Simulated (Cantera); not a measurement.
A closed system holds: 1 mol SiCl₄, 8.9 mol H₂, held at 0.110 bar.

Method: chemical equilibrium by Gibbs-energy minimisation in Cantera with the NASA 1993 tables (ideal gas, pure condensed phases). Candidate condensed phases: Si; 19 gas species. The tables' values for SiCl₃ are old estimates; treat these amounts as uncertain. Equilibrium is a limit: real reactors are often held back by kinetics, nucleation or transport.

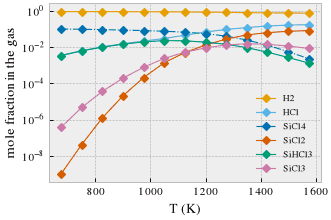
Fig. 1. Equilibrium gas composition (values under 1e-9 drawn at 1e-9)

From 675 K to 1050 K nothing is condensed. From 1125 K to 1275 K the condensed part is Si(s). From 1350 K to 1575 K nothing is condensed. The main Si-bearing gas is SiCl₄ at 675 K and SiCl₂ at 1575 K.
